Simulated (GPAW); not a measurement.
# Li/Ru(0001): work function by functional and basis, part 2 of 2

Aim: the work function of both faces of Li/Ru(0001), and its spread over functionals and bases.

GPAW 26.7.0; GPAW, PAW setups; slab in vacuum, relaxation (the session's first sound run).

So far, upper work function (eV): step 2 (relaxing the atoms, PBE, GPAW) 3.72; step 3 (plane waves, PBE) 3.72; step 4 (self-consistent run: xc = "RPBE") 3.67.

### 5. Self-consistent run: xc = "vdW-DF2"

The same geometry under vdW-DF2, to see how far the functional moves the levels against the vacuum (the van der Waals functionals take revPBE setups).

Contents of run.py:

```python
import json
import numpy as np
from ase import Atoms
from gpaw import GPAW, PW

slab = Atoms(
    ['Ru', 'Ru', 'Ru', 'Ru', 'Li'],
    positions=[
        [2.70000, 1.55885, 8.00000],
        [0.00000, 0.00000, 10.13840],
        [2.70000, 1.55885, 12.28630],
        [0.00000, 0.00000, 14.39115],
        [2.70000, 1.55885, 16.58015]],
    cell=[[2.7, 0.0, 0.0], [1.35, 2.33827, 0.0], [0.0, 0.0, 24.83328]],
    pbc=[True, True, False])

slab.calc = GPAW(mode=PW(400), xc='vdW-DF2', kpts={'size': (13, 13, 1), 'gamma': True},
                 occupations={'name': 'fermi-dirac', 'width': 0.1}, nbands='300%',
                 convergence={'density': 1e-05}, maxiter=200,
                 poissonsolver={'dipolelayer': 'xy'},
                 symmetry={'tolerance': 1e-3}, txt='slab.txt')
result = {}
energy = slab.get_potential_energy()
fermi = slab.calc.get_fermi_level()
v = slab.calc.get_electrostatic_potential().mean((0, 1)) - fermi
n = slab.calc.get_pseudo_density().mean((0, 1))
L = slab.cell[2, 2]
z = np.arange(len(v)) * L / len(v)
low, high = slab.positions[:, 2].min(), slab.positions[:, 2].max()
below, above = np.interp([low - 5.8, high + 5.8], z, v)
slopes = [np.interp(x, z, np.gradient(v, z)) for x in (low - 5.8, high + 5.8)]
eps = np.array([[slab.calc.get_eigenvalues(k, s) for k in range(len(slab.calc.get_ibz_k_points()))]
                for s in range(slab.calc.get_number_of_spins())]) - fermi
top, bottom = eps[eps < 0].max(), eps[eps > 0].min()
dipole = slab.get_dipole_moment()[2]
print(f'energy {energy:.4f} eV, Fermi level {fermi:.4f} eV, dipole {dipole:.5f} e A')
print(f'potential 5.8 A off the faces, from the Fermi level: lower {below:.4f} eV, upper {above:.4f} eV')
print(f'slope of the potential there: lower {slopes[0]:.5f}, upper {slopes[1]:.5f} eV/A')
print(f'nearest levels on the mesh: {top:.4f} and {bottom:.4f} eV')
print('magnetic moment', round(slab.get_magnetic_moment(), 3))
result.update(energy=energy, fermi=fermi, dipole=dipole, below=below, above=above, slopes=slopes, edges=[top, bottom],
              z=z.tolist(), v=v.tolist(), n=n.tolist(), positions=slab.positions.tolist(),
              forces=slab.get_forces(apply_constraint=False).tolist(), moments=slab.get_magnetic_moments().tolist())
json.dump(result, open('result.json', 'w'))
```

The run is started by

```console
$ OMP_NUM_THREADS=1 OPENBLAS_NUM_THREADS=1 python run.py
```

The program printed:

```text
energy -383.5317 eV, Fermi level 2.3423 eV, dipole 0.05504 e A
potential 5.8 A off the faces, from the Fermi level: lower 5.3469 eV, upper 3.7728 eV
slope of the potential there: lower -0.00015, upper 0.00137 eV/A
nearest levels on the mesh: -0.0085 and 0.0009 eV
magnetic moment 0.0
```

Wall time 18 min (1 thread of Arm Neoverse V1, shared host); peak memory 0.4 GiB.

Numbers from this step:

```yaml
dipole_along_the_normal: 0.05504 e·Å
levels_nearest_the_fermi_level_on_the_mesh: -0.008492, 9.21e-4 eV from the Fermi level
upper_work_function: 3.773 eV
lower_work_function: 5.347 eV
```

The electrostatic potential energy of an electron (without an applied field's), less the Fermi level, planar mean oscillates, so the rows of the table below give means over windows of 2.17 Å about each position, cut where the curve ends. Its maxima inside the range that stand out by 2 % of the span (Å: eV): 1.6: 5.35, 9.1: -2.24, 11.2: -2.34, 13.3: -2.58, 15.7: 0.750. Its minima: 8.0: -27.8, 10.1: -28.4, 12.3: -28.3, 14.4: -28.0, 16.7: -4.78.

The electrostatic potential energy of an electron (without an applied field's), less the Fermi level, planar mean by z; means over each step:

```
z (Å)  electrostatic potential energy of an electron (without an applied field's), less the Fermi level, planar mean (eV)
 1.08                                                                                                                5.28
 3.25                                                                                                                5.34
 5.42                                                                                                                5.02
 7.59                                                                                                               -11.7
 9.77                                                                                                               -13.6
11.93                                                                                                               -13.7
14.11                                                                                                               -13.4
16.27                                                                                                               -1.90
18.45                                                                                                                2.61
20.62                                                                                                                3.74
22.79                                                                                                                3.77
```

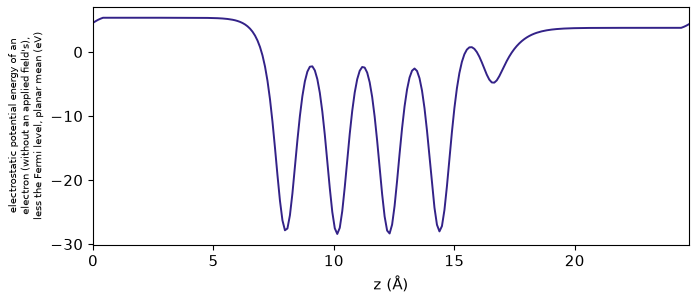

Electrostatic potential energy of an electron (without an applied field's), less the Fermi level, planar mean against z.

The upper face's work function is 3.773 eV, against 3.717 eV in the first plane-wave PBE run at this geometry.

### 6. Self-consistent run: xc = "revPBE"

The same geometry under revPBE, to see how far the functional moves the levels against the vacuum.

Changes to run.py since step 5:

```diff
@@ -16,3 +16,3 @@
 
-slab.calc = GPAW(mode=PW(400), xc='vdW-DF2', kpts={'size': (13, 13, 1), 'gamma': True},
+slab.calc = GPAW(mode=PW(400), xc='revPBE', kpts={'size': (13, 13, 1), 'gamma': True},
                  occupations={'name': 'fermi-dirac', 'width': 0.1}, nbands='300%',
```

The program printed:

```text
energy -35.6981 eV, Fermi level 2.4478 eV, dipole 0.04369 e A
potential 5.8 A off the faces, from the Fermi level: lower 4.9170 eV, upper 3.6680 eV
slope of the potential there: lower 0.00010, upper 0.00077 eV/A
nearest levels on the mesh: -0.0413 and 0.0036 eV
magnetic moment 0.0
```

Elapsed: 5.4 min, on 1 thread; peak memory 0.27 GiB.

Numbers from this step:

| Item | Value |
| --- | --- |
| dipole along the normal | 0.04369 e·Å |
| levels nearest the Fermi level on the mesh | -0.04129, 0.003553 eV from the Fermi level |
| upper work function | 3.668 eV |
| lower work function | 4.917 eV |

The upper face's work function is 3.668 eV, against 3.717 eV in the first plane-wave PBE run at this geometry.

### 7. OptPBE vdW: xc = "optPBE-vdW"

The same geometry under optPBE-vdW, to see how far the functional moves the levels against the vacuum (the van der Waals functionals take revPBE setups).

Changes to run.py since step 6:

```diff
@@ -16,3 +16,3 @@
 
-slab.calc = GPAW(mode=PW(400), xc='revPBE', kpts={'size': (13, 13, 1), 'gamma': True},
+slab.calc = GPAW(mode=PW(400), xc='optPBE-vdW', kpts={'size': (13, 13, 1), 'gamma': True},
                  occupations={'name': 'fermi-dirac', 'width': 0.1}, nbands='300%',
```

The program printed:

```text
energy -94.3999 eV, Fermi level 2.2945 eV, dipole 0.05042 e A
potential 5.8 A off the faces, from the Fermi level: lower 5.2340 eV, upper 3.7921 eV
slope of the potential there: lower 0.00012, upper 0.00114 eV/A
nearest levels on the mesh: -0.0027 and 0.0065 eV
magnetic moment 0.0
```

Run time: 6 min. Hardware: 1 thread; peak memory 0.4 GiB.

This step gave:

* dipole along the normal: 0.05042 e·Å
* levels nearest the Fermi level on the mesh: -0.002717, 0.006497 eV from the Fermi level
* upper work function: 3.792 eV
* lower work function: 5.234 eV

The electrostatic potential energy of an electron (without an applied field's), less the Fermi level, planar mean oscillates, so the rows of the table below give means over windows of 2.17 Å about each position, cut where the curve ends. Its maxima inside the range that stand out by 2 % of the span (Å: eV): 1.6: 5.23, 9.1: -1.93, 11.2: -2.03, 13.3: -2.26, 15.7: 0.869. Its minima: 8.0: -27.7, 10.1: -28.3, 12.3: -28.2, 14.4: -27.9, 16.7: -4.89.

Electrostatic potential energy of an electron (without an applied field's), less the Fermi level, planar mean against z; means over each step:

| z (Å) | electrostatic potential energy of an electron (without an applied field's), less the Fermi level, planar mean (eV) |
| --- | --- |
| 1.08 | 5.17 |
| 3.25 | 5.23 |
| 5.42 | 4.93 |
| 7.59 | -11.6 |
| 9.77 | -13.4 |
| 11.93 | -13.4 |
| 14.11 | -13.2 |
| 16.27 | -1.90 |
| 18.45 | 2.63 |
| 20.62 | 3.76 |
| 22.79 | 3.79 |

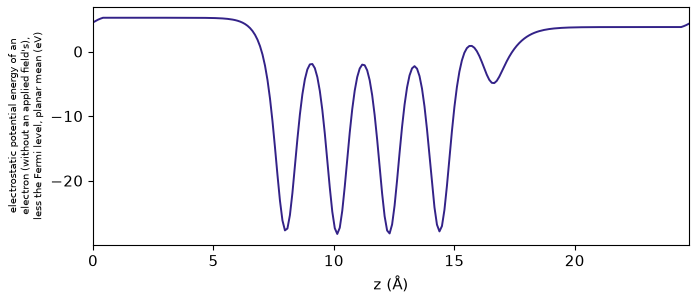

Electrostatic potential energy of an electron (without an applied field's), less the Fermi level, planar mean against z.

The upper face's work function is 3.792 eV, against 3.717 eV in the first plane-wave PBE run at this geometry.

### 8. Self-consistent run: xc = "LDA"

The same geometry under LDA, to see how far the functional moves the levels against the vacuum.

Changes to run.py since step 7:

```diff
@@ -16,3 +16,3 @@
 
-slab.calc = GPAW(mode=PW(400), xc='optPBE-vdW', kpts={'size': (13, 13, 1), 'gamma': True},
+slab.calc = GPAW(mode=PW(400), xc='LDA', kpts={'size': (13, 13, 1), 'gamma': True},
                  occupations={'name': 'fermi-dirac', 'width': 0.1}, nbands='300%',
```

The program printed:

```text
energy -43.6497 eV, Fermi level 2.1314 eV, dipole 0.05656 e A
potential 5.8 A off the faces, from the Fermi level: lower 5.4232 eV, upper 3.8054 eV
slope of the potential there: lower 0.00008, upper 0.00067 eV/A
nearest levels on the mesh: -0.0499 and 0.0065 eV
magnetic moment 0.0
```

The job ended after 4.6 min (1 thread; peak memory 0.27 GiB).

This step gave:

```yaml
dipole_along_the_normal: 0.05656 e·Å
levels_nearest_the_fermi_level_on_the_mesh: -0.04994, 0.006540 eV from the Fermi level
upper_work_function: 3.805 eV
lower_work_function: 5.423 eV
```

The electrostatic potential energy of an electron (without an applied field's), less the Fermi level, planar mean oscillates, so the rows of the table below give means over windows of 2.17 Å about each position, cut where the curve ends. Its maxima inside the range that stand out by 2 % of the span (Å: eV): 1.6: 5.42, 9.1: -1.51, 11.2: -1.61, 13.3: -1.83, 15.7: 1.20. Its minima: 8.0: -27.7, 10.1: -28.2, 12.3: -28.1, 14.4: -27.8, 16.7: -4.71.

Electrostatic potential energy of an electron (without an applied field's), less the Fermi level, planar mean against z; means over each step:

```csv
z (Å),"electrostatic potential energy of an electron (without an applied field's), less the Fermi level, planar mean (eV)"
1.08,5.35
3.25,5.42
5.42,5.16
7.59,-11.4
9.77,-13.2
11.93,-13.2
14.11,-13.0
16.27,-1.66
18.45,2.69
20.62,3.78
22.79,3.81
```

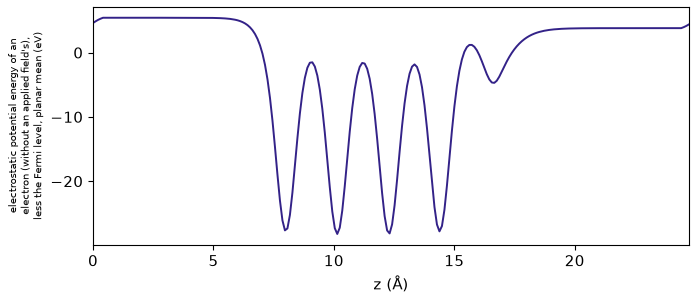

Electrostatic potential energy of an electron (without an applied field's), less the Fermi level, planar mean against z.

The upper face's work function is 3.805 eV, against 3.717 eV in the first plane-wave PBE run at this geometry.

### 9. Real-space grid: mode = "fd"

A real-space grid is a second complete basis, so it checks the plane-wave result.

Changes to run.py since step 8:

```diff
@@ -3,3 +3,3 @@
 from ase import Atoms
-from gpaw import GPAW, PW
+from gpaw import GPAW
 
@@ -16,3 +16,3 @@
 
-slab.calc = GPAW(mode=PW(400), xc='LDA', kpts={'size': (13, 13, 1), 'gamma': True},
+slab.calc = GPAW(mode='fd', h=0.18, xc='PBE', kpts={'size': (13, 13, 1), 'gamma': True},
                  occupations={'name': 'fermi-dirac', 'width': 0.1}, nbands='300%',
```

The program printed:

```text
energy -38.3466 eV, Fermi level -4.3884 eV, dipole 0.04695 e A
potential 5.8 A off the faces, from the Fermi level: lower 5.0617 eV, upper 3.7149 eV
slope of the potential there: lower -0.00005, upper 0.00047 eV/A
nearest levels on the mesh: -0.0502 and 0.0067 eV
magnetic moment 0.0
```

Wall time 21 min (1 thread); peak memory 0.97 GiB.

Numbers from this step:

```
dipole along the normal                    : 0.04695 e·Å
levels nearest the Fermi level on the mesh : -0.05019, 0.006746 eV from the Fermi level
upper work function                        : 3.715 eV
lower work function                        : 5.062 eV
```

The electrostatic potential energy of an electron (without an applied field's), less the Fermi level, planar mean oscillates, so the rows of the table below give means over windows of 2.19 Å about each position, cut where the curve ends. Its maxima inside the range that stand out by 2 % of the span (Å: eV): 1.9: 5.06, 9.0: -1.81, 11.2: -1.91, 13.3: -2.19, 15.7: 0.946. Its minima: 8.0: -27.9, 10.1: -28.4, 12.3: -28.3, 14.4: -27.9, 16.6: -4.90.

The electrostatic potential energy of an electron (without an applied field's), less the Fermi level, planar mean by z; means over each step:

```
z (Å)  electrostatic potential energy of an electron (without an applied field's), less the Fermi level, planar mean (eV)
 1.09                                                                                                                5.05
 3.29                                                                                                                5.06
 5.48                                                                                                                4.75
 7.67                                                                                                               -11.9
 9.86                                                                                                               -13.3
12.05                                                                                                               -13.3
14.24                                                                                                               -13.0
16.43                                                                                                               -1.69
18.62                                                                                                                2.88
20.81                                                                                                                3.70
23.00                                                                                                                3.71
```

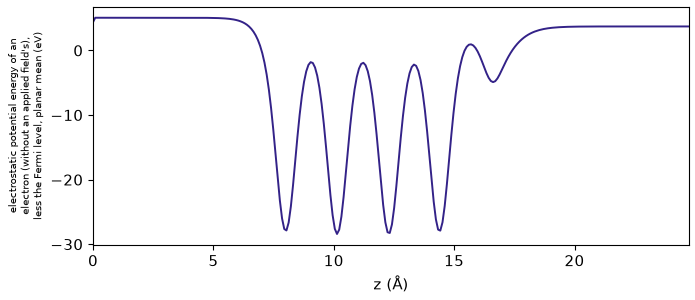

Electrostatic potential energy of an electron (without an applied field's), less the Fermi level, planar mean, plotted against z.

The upper face's work function is 3.715 eV, against 3.717 eV in the first plane-wave PBE run at this geometry.

### 10. Atomic orbitals: mode = "lcao"

Atom-centred orbitals end a few angstrom from the surface, which tests how much the density's tail matters.

Changes to run.py since step 9:

```diff
@@ -16,4 +16,4 @@
 
-slab.calc = GPAW(mode='fd', h=0.18, xc='PBE', kpts={'size': (13, 13, 1), 'gamma': True},
-                 occupations={'name': 'fermi-dirac', 'width': 0.1}, nbands='300%',
+slab.calc = GPAW(mode='lcao', basis='dzp', h=0.18, xc='PBE', kpts={'size': (13, 13, 1), 'gamma': True},
+                 occupations={'name': 'fermi-dirac', 'width': 0.1}, nbands='120%',
                  convergence={'density': 1e-05}, maxiter=200,
```

The program printed:

```text
energy -36.1866 eV, Fermi level -4.3140 eV, dipole 0.05336 e A
potential 5.8 A off the faces, from the Fermi level: lower 5.0792 eV, upper 3.5489 eV
slope of the potential there: lower -0.00003, upper -0.00000 eV/A
nearest levels on the mesh: -0.0093 and 0.0009 eV
magnetic moment 0.0
```

It took 23 min on 1 thread; peak memory 0.34 GiB.

Numbers from this step:

```
dipole along the normal                    : 0.05336 e·Å
levels nearest the Fermi level on the mesh : -0.009342, 9.24e-4 eV from the Fermi level
upper work function                        : 3.549 eV
lower work function                        : 5.079 eV
```

The upper face's work function is 3.549 eV, against 3.717 eV in the first plane-wave PBE run at this geometry.

### 11. All levels side by side

Times are for 1 thread of Arm Neoverse V1, shared host. Results by setting:

```
no.         run  upper work function (eV)  lower work function (eV)     time  memory (GiB)
  1          pw                     3.717                     5.062  5.1 min          0.27
  2        RPBE                     3.670                     4.893  4.9 min          0.27
  3     vdW DF2                     3.773                     5.347   18 min           0.4
  4      revPBE                     3.668                     4.917  5.4 min          0.27
  5  optPBE vdW                     3.792                     5.234    6 min           0.4
  6         LDA                     3.805                     5.423  4.6 min          0.27
  7          fd                     3.715                     5.062   21 min          0.97
  8        lcao                     3.549                     5.079   23 min          0.34
```

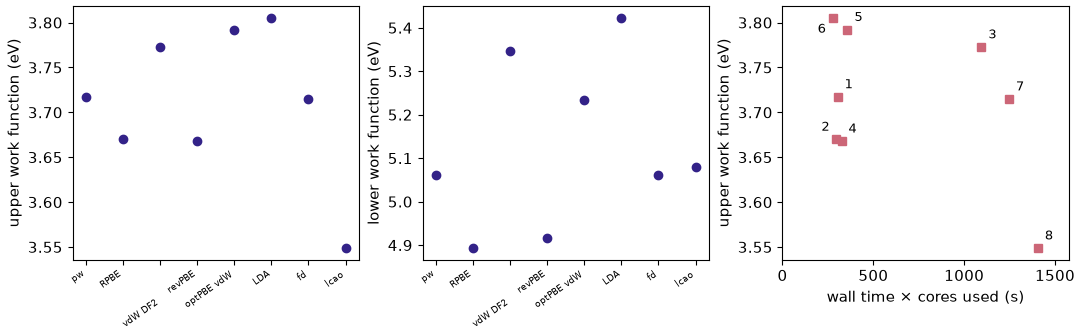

The series as plots; the last panel sets the first result against cost, with the runs numbered as in the table.

### 12. Side by side

Results and costs are gathered.

This step: comparison of work functions, dipole and cost (GPAW 26.7.0).

Ladder, by row:

```
      step  code  work function, upper (eV)  work function, lower (eV)  dipole (e Å)  wall time (s)  peak memory (GiB)  threads
        pw  GPAW                      3.717                      5.062       0.04703          303.7               0.27        1
      RPBE  GPAW                       3.67                      4.893       0.04279          296.2               0.27        1
   vdW-DF2  GPAW                      3.773                      5.347       0.05504           1094                0.4        1
    revPBE  GPAW                      3.668                      4.917       0.04369          324.9               0.27        1
optPBE-vdW  GPAW                      3.792                      5.234       0.05042          357.6                0.4        1
       LDA  GPAW                      3.805                      5.423       0.05656          275.8               0.27        1
        fd  GPAW                      3.715                      5.062       0.04695           1247               0.97        1
      lcao  GPAW                      3.549                      5.079       0.05336           1406               0.34        1
```

### 13. A changed run

One more run, with changed settings.

This step: GPAW, PAW setups; slab in vacuum (GPAW 26.7.0).

Changes to run.py since step 10:

```diff
@@ -3,3 +3,4 @@
 from ase import Atoms
-from gpaw import GPAW
+from gpaw import GPAW, PW
+from gpaw.external import ConstantElectricField
 
@@ -16,6 +17,7 @@
 
-slab.calc = GPAW(mode='lcao', basis='dzp', h=0.18, xc='PBE', kpts={'size': (13, 13, 1), 'gamma': True},
-                 occupations={'name': 'fermi-dirac', 'width': 0.1}, nbands='120%',
-                 convergence={'density': 1e-05}, maxiter=200,
+slab.calc = GPAW(mode=PW(400), xc='PBE', kpts={'size': (13, 13, 1), 'gamma': True},
+                 occupations={'name': 'fermi-dirac', 'width': 0.1}, nbands='300%',
+                 convergence={'density': 1e-05}, maxiter=100,
                  poissonsolver={'dipolelayer': 'xy'},
+                 external=ConstantElectricField(1.5, [0, 0, 1]),
                  symmetry={'tolerance': 1e-3}, txt='slab.txt')
```

The program printed:

```text
energy -38.4150 eV, Fermi level 1.9633 eV, dipole 0.78589 e A
potential 5.8 A off the faces, from the Fermi level: lower 16.5974 eV, upper -5.5650 eV
slope of the potential there: lower -0.39526, upper 0.01141 eV/A
nearest levels on the mesh: -0.0046 and 0.0029 eV
magnetic moment 0.0
```

The job ended after 21 min (1 thread; peak memory 0.64 GiB).

The run finished. A setting was moved off its sound value on purpose, so it serves as a test and not as the result.

The fault put into the input: a field far too strong (field = 1.5).

Side by side:

```csv
quantity,this run,sound run,difference
dipole along the normal (e·Å),0.78589,0.047027,0.739
```

The two runs differ clearly in the dipole along the normal: 0.786 e·Å against 0.0470 e·Å.

### 14. Outcome

| Item | Value |
| --- | --- |
| work function, upper and lower face | 3.717 and 5.062 eV |
| dipole along the normal | 0.0470 e Å |

With plane waves and PBE the work function is 3.72 eV on the upper face and 5.06 eV on the lower. The two faces differ by 1.3 eV, the step that the slab's dipole makes (e p/(ε0 A) gives 1.3 eV), so the dipole layer is needed. Over the sound runs of the table the upper face's work function spans 3.549 (lcao) to 3.805 eV (LDA). Atomic orbitals miss the plane-wave value by -0.17 eV, since they describe the tail of the density in the vacuum poorly. The cell of 6.31 Å² holds one Li, started on one chosen site; other sites and coverages weren't tried. The in-plane lattice was kept as typed, which isn't the functional's own and leaves some strain; spin-orbit coupling and temperature are left out.

[Logs are printed without paths, hosts, clocks, repeated set-up lines and the standing remarks that a program may print on its own settings, such as how far it seeks lower states.]

[Hosts, paths, dates, database ids (printed as entryN), source tags and the programs' standing remarks are cut or masked in the printed files.]
